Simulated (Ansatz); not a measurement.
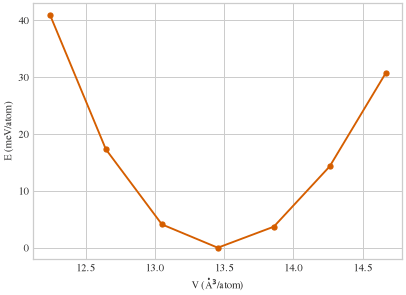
Figure: BeS in space group P6_422 (No. 181; Be on 3c, S on 3d) under volume change, r²SCAN in the plane-wave PAW code Ansatz, shape and atoms relaxed at each volume.

Problem. What does a third-order Birch–Murnaghan fit give for V₀, B₀ and B′?

Solution. V₀ = 13.45 Å³/atom, B₀ = 104 GPa, B′ = 3.8.

The start of the workflow was typed in or built on a structure type; neither database checked (COD, Materials Project) lists it. COD files the formula under space group No. 216, so this cell is another polymorph or a model. Its standing as an ambient phase is unchecked. Symmetry was held in the r²SCAN relaxation; whether a distortion lowers the energy is not shown.

Potentials: the earlier of the program's two PAW sets.
